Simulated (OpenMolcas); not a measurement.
**SiS: excited-state calculation (part 1 of 4)**

System: SiS (silylene, thioxo-), SMILES [Si-]#[S+].
Method: NEVPT2/ANO-R1, sfX2C (OpenMolcas 26.06).

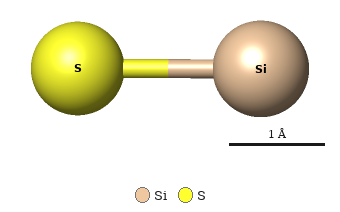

**Figure 1.** The structure (ball-and-stick view, seen on its broad side).

## Results in brief

| quantity | value |
| --- | --- |
| outcome | converged |
| total energy | −688.416734 hartree |
| basis functions | 36 |
| hardware | 1 thread of Intel Xeon @ 2.50GHz (Skylake/Cascade Lake), 189 GiB of memory available, shared host |
| wall time | 10 s |
| peak memory | 0.081 GiB |

## The input
```
* SSi NEVPT2
>>> EXPORT MOLCAS_PRINT=2

&GATEWAY
 Coord = geom.xyz
 Basis = ANO-R1
 Group = NoSym
 RICD

&SEWARD

&RASSCF
 FileOrb = $CurrDir/step2.RasOrb
 Spin = 1
 Nactel = 2 0 0
 Inactive = 14
 Ras2 = 2
 CIRoot = 3 3 1
 OrbListing = NoCore
 OrbAppear = Compact

&CASPT2
 PC-NEVPT2
 Multistate = all
```

## File geom.xyz
```
2

Si     0.000000     0.000000     0.000000
S      0.000000     0.000000     1.929321
```

Run as:
```bash
export MOLCAS_MEM=1860
pymolcas step13.inp > step13.log
```

## Output
```
--- Start Module: gateway ---

                                              &GATEWAY

                       available to each process: 1.9 GB of memory, 1 thread

++    Symmetry information:
      ---------------------

                    Character Table for C1

                             E
                    a        1  x, y, xy, Rz, z, xz, Ry, yz, Rx, I
--

++    Basis set information:
      ----------------------

      Basis set label: SI.ANO-R...4S3P1D.

      Electronic valence basis set:
      ------------------
      Associated Effective Charge  14.000000 au
      Associated Actual Charge     14.000000 au
      Nuclear Model: Finite nucleus - Gaussian distribution
        Gaussian exponent, Xi/bohr**(-2):  4.34677E+08

      Shell  nPrim  nBasis  Cartesian Spherical Contaminant
         s      16       4        X
         p      11       3        X
         d       7       1                 X

      Basis set label: S.ANO-R...4S3P1D.

      Electronic valence basis set:
      ------------------
      Associated Effective Charge  16.000000 au
      Associated Actual Charge     16.000000 au
      Nuclear Model: Finite nucleus - Gaussian distribution
        Gaussian exponent, Xi/bohr**(-2):  4.04080E+08

      Shell  nPrim  nBasis  Cartesian Spherical Contaminant
         s      17       4        X
         p      11       3        X
         d       7       1                 X
--

++    Molecular structure info:
      -------------------------

                    ************************************************
                    **** Cartesian Coordinates / bohr, angstrom ****
                    ************************************************

     Center  Label                x              y              z                     x              y              z
        1      SI1              0.000000       0.000000       0.000000              0.000000       0.000000       0.000000
        2      S2               0.000000       0.000000       3.645888              0.000000       0.000000       1.929321
--

            Nuclear Potential Energy             61.43907373 au

--- Stop Module: gateway /rc=_RC_ALL_IS_WELL_ ---
--- Module gateway spent 3 seconds ---

--- Start Module: seward ---

                                              &SEWARD

                       available to each process: 1.9 GB of memory, 1 thread

               SEWARD will generate:
                  Multipole Moment integrals up to order  2
                  Kinetic Energy integrals
                  Nuclear Attraction integrals (finite nuclei - Gaussian type)
                  One-Electron Hamiltonian integrals
                  Velocity integrals
                  Relativistic X2C integrals
                  Orbital angular momentum around (  0.0000   0.0000   1.9444 )
                  Velocity quadrupole around (  0.0000   0.0000   1.9444 )
                  Atomic mean-field integrals
                  RI decomposed two-electron repulsion integrals stored Cholesky style
                   - acCD auxiliary basis
                   - CD Threshold:   1.00E-04

                   Integrals are discarded if absolute value <: 1.00E-14
                   Integral cutoff threshold is set to       <: 1.00E-16

            Nuclear Potential Energy             61.43907373 au

      Basis set specifications :
      Symmetry species         a
      Basis functions           36

--- Stop Module: seward /rc=_RC_ALL_IS_WELL_ ---
--- Module seward spent 3 seconds ---

--- Start Module: rasscf ---

                                              &RASSCF

                       available to each process: 1.9 GB of memory, 1 thread

      Header of the ONEINT file:
      --------------------------

      OrdInt status: non-squared

      Cartesian coordinates in angstrom:
      -----------------------------------------------------
      No.  Label        X            Y            Z
      -----------------------------------------------------
       1   SI1        0.00000000   0.00000000   0.00000000
       2   S2         0.00000000   0.00000000   1.92932100
      -----------------------------------------------------
      Nuclear repulsion energy =   61.43907373

++    Wave function specifications:
      -----------------------------

      Number of closed shell electrons          28
      Number of electrons in active shells       2
      Max number of holes in RAS1 space          0
      Max nr of electrons in RAS3 space          0
      Number of inactive orbitals               14
      Number of active orbitals                  2
      Number of secondary orbitals              20
      Spin quantum number                      0.0
      State symmetry                             1
--

++    Orbital specifications:
      -----------------------

      Symmetry species                           1
                                                 a
      Frozen orbitals                            0
      Inactive orbitals                         14
      Active orbitals                            2
      RAS1 orbitals                              0
      RAS2 orbitals                              2
      RAS3 orbitals                              0
      Secondary orbitals                        20
      Deleted orbitals                           0
      Number of basis functions                 36
--

++    CI expansion specifications:
      ----------------------------

      Number of CSFs                             3
      Number of spin combinations                3
      Number of determinants                     4
      Number of root(s) required                 3
      Root chosen for geometry opt.              3
      CI roots used                              1     2     3
      weights                                0.333 0.333 0.333
      highest root included in the CI            3
      max. size of the explicit Hamiltonian      3
--

++    Optimization specifications:
      ----------------------------

      RASSCF algorithm: LK RI/DF
      Maximum number of macro iterations       200
      Maximum number of SX iterations          100
      Threshold for RASSCF energy            1.000E-08
      Threshold for max MO rotation          1.000E-01
      Threshold for max BLB element          1.000E-04
      Level shift parameter                  5.000E-01
      Make Quasi-Newton update
--

      The MO-coefficients are taken from the file:
      step2.RasOrb
      Title: RASSCF average (pseudo-natural) orbitals

      Total molecular charge    0.00

      ************************************************************************************************************************
      *                                            Wave function control section                                             *
      ************************************************************************************************************************

                                         RASSCF iterations: Energy and convergence statistics
                                         ----------------------------------------------------

          iter iter root      energy       change     param      element    value   shift minimum  type update hh:mm:ss
 Nr of preliminary CI iterations:   1
        1   1    3    0  -688.00580643    0.00E+00   8.93E-06   12  19 1 -5.57E-06   0.29   0.00    SX    NO    0:00:00
        2   1    3    0  -688.00580643   -4.30E-10   6.19E-06   16  18 1  3.76E-06   0.29   0.00    SX    NO    0:00:00
        3   1    3    0  -688.00580643   -1.71E-10   4.59E-06   16  18 1  2.80E-06   0.29   0.00    SX    NO    0:00:00
        4   1    3    0  -688.00580643   -8.17E-11  -3.42E-06   16  18 1  2.09E-06   0.29   0.00    SX    NO    0:00:00
      Convergence after  4 iterations
        5   1    3    0  -688.00580643   -4.14E-11  -3.42E-06   16  18 1  1.59E-06   0.29   0.00    SX    NO    0:00:00

      ************************************************************************************************************************
                                                      Wave function printout:
                       occupation of active orbitals, and spin coupling of open shells (u,d: Spin up or down)
      ************************************************************************************************************************

      Note: transformation to natural orbitals
      has been made, which may change the order of the CSFs.

      printout of CI-coefficients larger than  0.05 for root  1
      energy=    -688.185569
      conf/sym  11     Coeff  Weight
             1  20   0.59486 0.35386
             2  ud   0.73602 0.54172
             3  02   0.32314 0.10442

      printout of CI-coefficients larger than  0.05 for root  2
      energy=    -688.006828
      conf/sym  11     Coeff  Weight
             1  20  -0.68418 0.46810
             2  ud   0.25258 0.06380
             3  02   0.68418 0.46810

      printout of CI-coefficients larger than  0.05 for root  3
      energy=    -687.825022
      conf/sym  11     Coeff  Weight
             1  20   0.42195 0.17804
             2  ud  -0.62808 0.39448
             3  02   0.65382 0.42748

      Natural orbitals and occupation numbers for root  1
      sym 1:   1.987554   0.012446

      Natural orbitals and occupation numbers for root  2
      sym 1:   0.999997   1.000003

      Natural orbitals and occupation numbers for root  3
      sym 1:   0.012446   1.987554

      ************************************************************************************************************************
      *                                                    Final results                                                     *
      ************************************************************************************************************************

++    Final optimization conditions:
      ------------------------------

      Average CI energy                            -688.00580643
      RASSCF energy for state  3                   -687.82502209
      Super-CI energy                                -0.00000000
      RASSCF energy change                           -0.00000000
      Max change in MO coefficients              -2.544E-06
      Max non-diagonal density matrix element    -3.423E-06
      Maximum BLB matrix element                  1.590E-06
      (orbital pair  16,  18 in symmetry   1)
      Norm of electronic gradient            9.224E-02
--

      Final state energy(ies):
      ------------------------

::    RASSCF root number  1 Total energy:   -688.18556934
::    RASSCF root number  2 Total energy:   -688.00682785
::    RASSCF root number  3 Total energy:   -687.82502209

++    Molecular orbitals:
      -------------------

      Pseudonatural active orbitals and approximate occupation numbers

      MOLECULAR ORBITALS FOR SYMMETRY SPECIES 1: a

      INDEX  ENERGY  OCCUPATION COEFFICIENTS ...
          1  -92.2574    2.0000
                19 S2     1s     ( 0.9987)
          2  -69.0060    2.0000
                 1 SI1    1s     ( 0.9994)
          3   -9.0180    2.0000
                20 S2     2s     ( 0.9988)
          4   -6.6501    2.0000
                29 S2     2pz    ( 1.0000)
          5   -6.6455    2.0000
                23 S2     2px    ( 0.8564)  26 S2     2py    (-0.5164)
          6   -6.6446    2.0000
                23 S2     2px    (-0.5164)  26 S2     2py    (-0.8564)
          7   -6.2139    2.0000
                 2 SI1    2s     ( 0.9993)
          8   -4.2899    2.0000
                11 SI1    2pz    ( 0.9998)
          9   -4.2881    2.0000
                 5 SI1    2px    ( 0.8563)   8 SI1    2py    (-0.5164)
         10   -4.2864    2.0000
                 5 SI1    2px    (-0.5164)   8 SI1    2py    (-0.8563)
         11   -0.9536    2.0000
                 3 SI1    3s     (-0.2899)  12 SI1    3pz    (-0.1215)  21 S2     3s     (-0.7967)
         12   -0.5643    2.0000
                 3 SI1    3s     (-0.7161)  21 S2     3s     ( 0.4825)  30 S2     3pz    ( 0.4436)
         13   -0.4073    2.0000
                 6 SI1    3px    ( 0.1782)   9 SI1    3py    ( 0.2955)  24 S2     3px    ( 0.4211)  27 S2     3py    ( 0.6983)

         14   -0.4014    2.0000
                 6 SI1    3px    (-0.2630)   9 SI1    3py    ( 0.1586)  24 S2     3px    (-0.7070)  27 S2     3py    ( 0.4263)

         15   -0.1926    1.0000
                 3 SI1    3s     (-0.4064)   6 SI1    3px    ( 0.3070)   9 SI1    3py    ( 0.5091)  12 SI1    3pz    ( 0.4621)
                21 S2     3s     (-0.1202)  24 S2     3px    (-0.1847)  27 S2     3py    (-0.3062)  30 S2     3pz    (-0.4666)

         16   -0.1476    1.0000
                 3 SI1    3s     (-0.3139)   6 SI1    3px    (-0.3975)   9 SI1    3py    (-0.6590)  12 SI1    3pz    ( 0.3570)
                24 S2     3px    ( 0.2390)  27 S2     3py    ( 0.3964)  30 S2     3pz    (-0.3604)
         17    0.0430    0.0000
                 6 SI1    3px    (-0.8456)   9 SI1    3py    ( 0.5100)  24 S2     3px    ( 0.4731)  27 S2     3py    (-0.2853)

         18    0.1286    0.0000
                 2 SI1    2s     (-0.1250)   3 SI1    3s     (-0.4687)  12 SI1    3pz    ( 0.1747)  16 SI1    3d0    (-0.1623)
                21 S2     3s     ( 0.1109)  22 S2     4s     ( 1.0860)  30 S2     3pz    (-0.1198)
--

      Von Neumann Entropy (Root   1) =  0.05455

      Mulliken population analysis for root number:  1
      -----------------------------------------------

++    Molecular charges:
      ------------------

      Mulliken charges per centre and basis function type
      ---------------------------------------------------

                SI1     S2
      1s       2.0000  2.0000
      2s       1.9999  2.0003
      2px      2.0000  2.0000
      2pz      1.9999  2.0002
      2py      2.0000  2.0000
      3s       1.7503  1.8126
      3px      0.3569  1.5404
      3pz      0.9389  1.3342
      3py      0.3903  1.5269
      4s       0.0117  0.0483
      3d2+     0.0002  0.0000
      3d1+     0.0749  0.0194
      3d0      0.0476  0.0324
      3d1-     0.0653  0.0169
      3d2-     0.0008  0.0000
      4px     -0.0017  0.0133
      4pz      0.0136 -0.0034
      4py     -0.0021  0.0118
      Total   13.6466 16.3534

      N-E      0.3534 -0.3534

      Total electronic charge=   30.000000

      Total            charge=   -0.000000
--

      Expectation values of various properties for root number:  1
      -----------------------------------------------------------

++    Molecular properties:
      ---------------------

      Charge (e):
                      =   -0.0000
      Dipole Moment (debye):
      Origin of the operator (angstrom)=    0.0000    0.0000    1.0289
                   X=  5.3923E-07               Y= -1.7875E-05               Z= -2.2540E+00           Total=  2.2540E+00
      Quadrupole Moment (debye*angstrom):
      Origin of the operator (angstrom)=    0.0000    0.0000    1.0289
                  XX= -2.5255E+01              XY=  6.4023E-02              XZ=  8.6366E-05              YY= -2.5188E+01
                  YZ= -6.6688E-05              ZZ= -2.6211E+01
      In traceless form (debye*angstrom)
                  XX=  4.4406E-01              XY=  9.6035E-02              XZ=  1.2955E-04              YY=  5.4541E-01
                  YZ= -1.0003E-04              ZZ= -9.8947E-01
--

      LoProp population analysis for root number:  1
      -----------------------------------------------

++    LoProp analysis:
      ----------------

++    Static properties:
      ------------------

      LoProp Charges per center

                   SI1      S2
      Nuclear     14.0000  16.0000
      Electronic -13.6515 -16.3485

      Total        0.3485  -0.3485
--

      Natural Bond Order analysis for root number:  1
```
